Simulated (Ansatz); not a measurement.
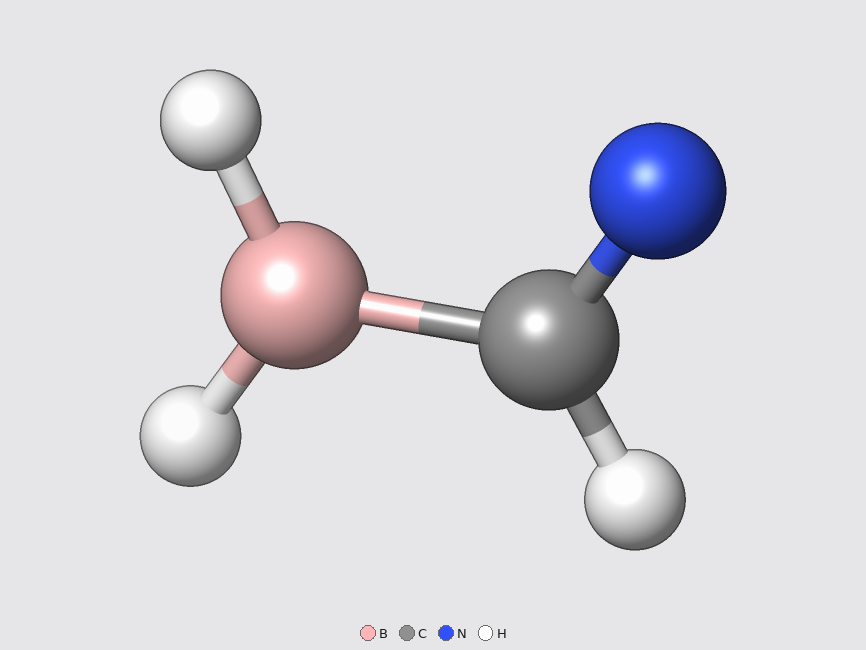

The picture shows a molecular structure as a ball-and-stick model. Every bond is drawn as one stick, whatever its order.

State: neutral, doublet. The geometry was computed by an optimisation with PBE0-D4/def2-TZVP. No frequency run is at hand to confirm it as a minimum.

Which formula does it have?

Answer. CH₃BN, 6 atoms: 1 carbon, 3 hydrogen, 1 boron and 1 nitrogen.

How many atoms are distinct by symmetry?

Answer. 6: 1 B, 1 C, 1 N, 1 H, 1 H, 1 H.

How many bonds of each kind are drawn?

Answer. 2 B–H, 1 C–B, 1 C–N, 1 C–H. Sticks follow a distance rule.

Give the symmetry (Schoenflies symbol).

Answer. Cs.

More results for the same structure follow; atom numbers are the same in all pictures, views and colours differ.

Geometry

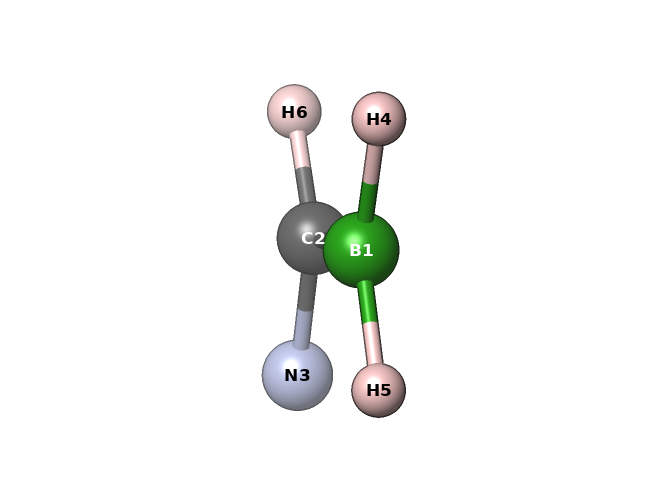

C2 lies behind B1. The molecule seen a little off the B1–C2 bond, B1 in front. Distant atoms are faded towards the background colour. No frequency run is at hand to confirm it as a minimum.

What is the torsion angle H4–B1–C2–N3? The sign is positive where the front bond must turn clockwise to cover the back bond.

Answer. 179°, antiperiplanar (anti).

Electronic properties

No frequency run is at hand to confirm it as a minimum. Level of theory: UKS PBE0-D4/def2-TZVPP (Ansatz 0.2.0).

Predict the main results.

- HOMO energy (Kohn–Sham orbital): −7.43 eV
- ⟨S²⟩ of the determinant: 0.763

Charges

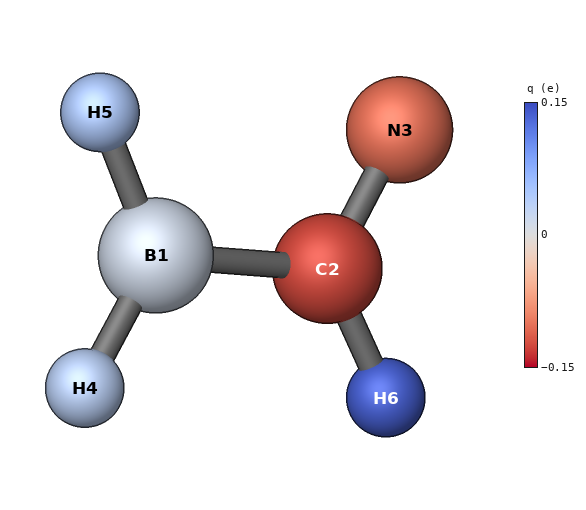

Atoms are coloured by their Mulliken charges. No frequency run is at hand to confirm it as a minimum. Method: UKS PBE0-D4/def2-TZVP (Ansatz 0.2.0).

Which atom carries the highest charge (most positive or least negative)?

Answer. H6 (0.13 e).

And the lowest?

Answer. C2 (−0.12 e).

Give the Mulliken charges atom by atom.

```tsv
atom	value (e)
B1	0.01
C2	−0.12
N3	−0.10
H4	0.03
H5	0.04
H6	0.13
```

Dipole moment

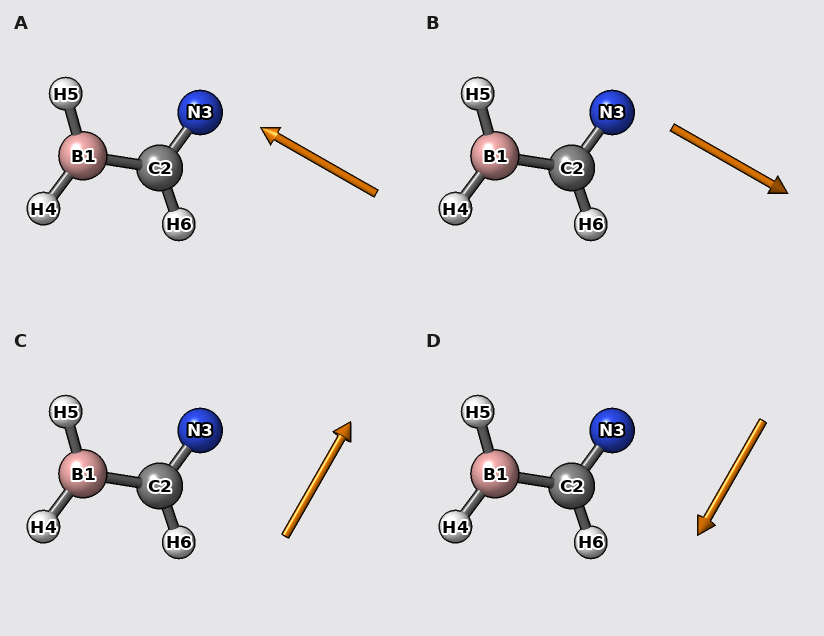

The same molecule four times, each with an arrow. No frequency run is at hand to confirm it as a minimum. Method: UKS PBE0-D4/def2-TZVP (Ansatz 0.2.0).

Which arrow points along the dipole moment, from the negative to the positive end?

Answer. D. The dipole moment is 2.04 D; it points from the side of N3 to the side of H4 (the outermost atoms at the two ends).

Mulliken values depend strongly on the basis set and can even reverse the polarity of a bond.
